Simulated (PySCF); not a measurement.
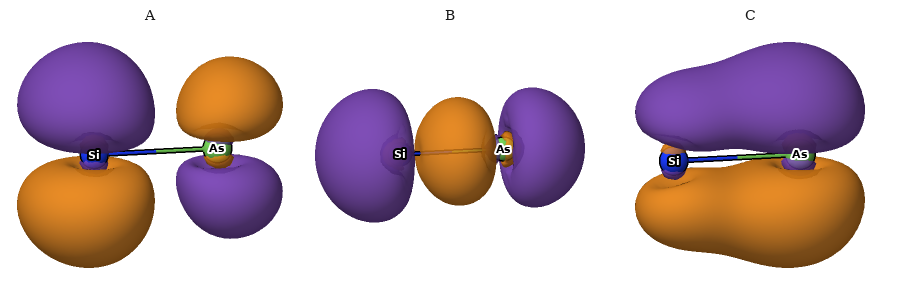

Figure 1: SiAs (charge +1, triplet). Three frontier α-spin orbitals, each drawn at the value that holds 80 % of its norm (orange and purple are the two phases), in no order; of a degenerate pair one member is drawn.

Level of theory: PBE0/pcseg-1, non-relativistic, at a bond length of 2.344 Å in PySCF.

Name the orbitals and rank them from lowest to highest energy.

Orbital C: π, occupied in this spin, −13.80 eV; mainly on As (75 %).
Orbital B: σ, occupied in this spin, −13.45 eV; shared between the atoms (Si 50 %, As 50 %).
Orbital A: π, empty in this spin, −9.13 eV; mainly on Si (70 %).
